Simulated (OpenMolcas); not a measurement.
# A ladder of methods for B2NH5 (SMILES BNB)

B2NH5: 8 atoms, total charge 0, spin state singlet. As SMILES, `BNB`. The coordinates come from a PBE0-D4/def2-TZVP relaxation.

| atom | x (Å) | y (Å) | z (Å) |
| --- | --- | --- | --- |
| B | -0.8282 | 0.6549 | -0.6933 |
| N | 0.2600 | 0.3777 | 0.1708 |
| B | 0.6952 | -0.9109 | 0.5677 |
| H | -1.4494 | -0.2614 | -1.1401 |
| H | -1.0978 | 1.7912 | -0.9541 |
| H | 0.7710 | 1.1695 | 0.5365 |
| H | 1.6316 | -1.0142 | 1.3056 |
| H | 0.1097 | -1.8641 | 0.1509 |

Each level gives the energy change with the B1–H5 bond stretched from 1.197 to 1.556 Å (eV). The values are calculated.

| level | kind | program | value (eV) | CPU time (all runs) |
| --- | --- | --- | --- | --- |
| HF/aug-cc-pVDZ (restricted) | Hartree–Fock | OpenMolcas | 0.93 | 25 s |
| BLYP/aug-cc-pVDZ (restricted) | GGA | OpenMolcas | 0.79 | 92 s |
| PBE/aug-cc-pVDZ (restricted) | GGA | OpenMolcas | 0.78 | 98 s |
| r2SCAN/aug-cc-pVDZ (restricted) | meta-GGA | OpenMolcas | 0.84 | 2.3 min |
| B3LYP/aug-cc-pVDZ (restricted) | global hybrid | OpenMolcas | 0.86 | 93 s |
| BHLYP/aug-cc-pVDZ (restricted) | global hybrid | OpenMolcas | 0.93 | 86 s |
| B2PLYP/aug-cc-pVDZ (restricted) | double hybrid | OpenMolcas | 0.88 | 77 s |
| MP2/aug-cc-pVDZ (restricted) | perturbation theory | OpenMolcas | 0.88 | 23 s |

The first shape isn't each level's own minimum. The values span 0.78 to 0.93 eV. Times are those of the runs behind each value, whatever else they computed, on shared processors of several kinds: orders of magnitude only.

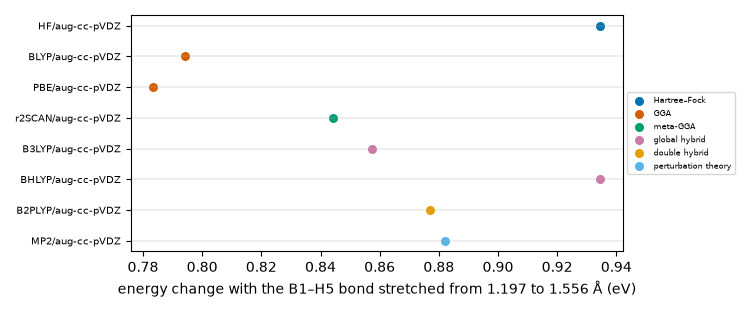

The values of the table, level by level.
